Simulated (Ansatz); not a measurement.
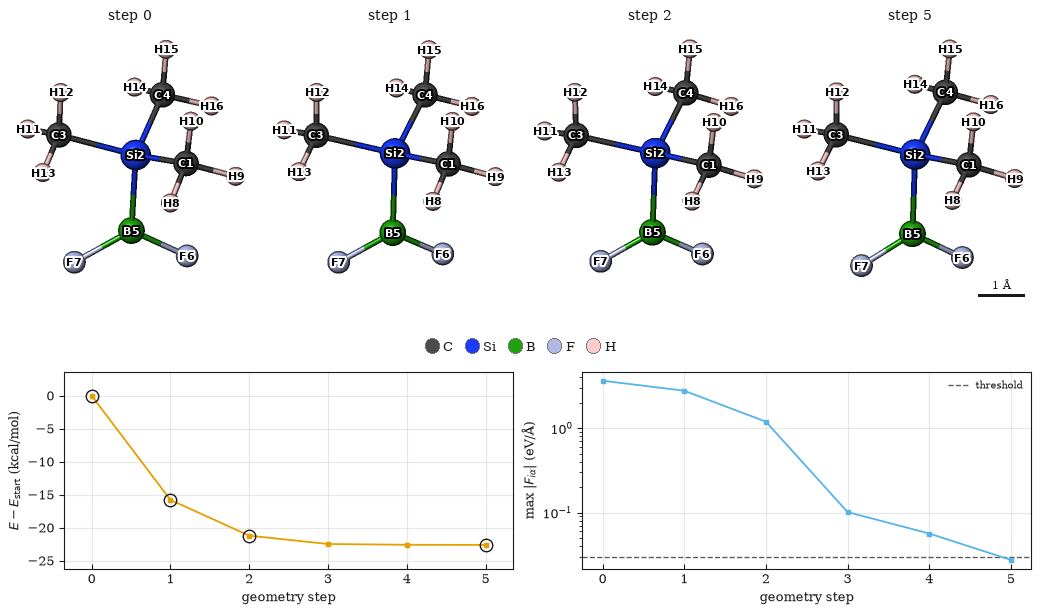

Frames of a relaxation of C3H9BF2Si (coarse preliminary run), marked on the history of the run. Style: ball-and-stick. Shown at a tilt.

The start comes from a force field.

Level of theory: Ansatz, RKS PBE-D4/def2-SVP. Settings: force threshold 0.03 eV/Å; at most 200 steps.

What happens along the run?

Answer. The atom that moves furthest after the best rigid fit is F7 (0.19 Å). By element the largest moves are F 0.19 Å, H 0.13 Å, C 0.10 Å, B 0.08 Å, Si 0.03 Å. Among the contacts that change: B5–F6 1.464 → 1.338 Å, Si2–C4 1.791 → 1.897 Å, B5–F7 1.443 → 1.337 Å, Si2–B5 1.950 → 2.043 Å. Bond angles that change, for instance: H8–C1–H10 113.6° → 107.9°, F6–B5–F7 120.7° → 115.1°, Si2–C3–H13 107.5° → 111.0°. Over 5 geometry steps the energy falls by 22.6 kcal/mol. The largest force component goes from 3.7 to 0.027 eV/Å. From step 0 to 1: F7 moves most (0.16 Å), energy −15.8 kcal/mol. From step 1 to 2: F6 moves most (0.12 Å), energy −5.42 kcal/mol. From step 2 to 5: F7 moves most (0.11 Å), energy −1.41 kcal/mol.

```tsv
step	E − E(0), kcal/mol	largest force component, eV/Å
0	0.00	3.6615
1	-15.79	2.7851
2	-21.21	1.1966
3	-22.48	0.1014
4	-22.59	0.0564
5	-22.62	0.0275
```
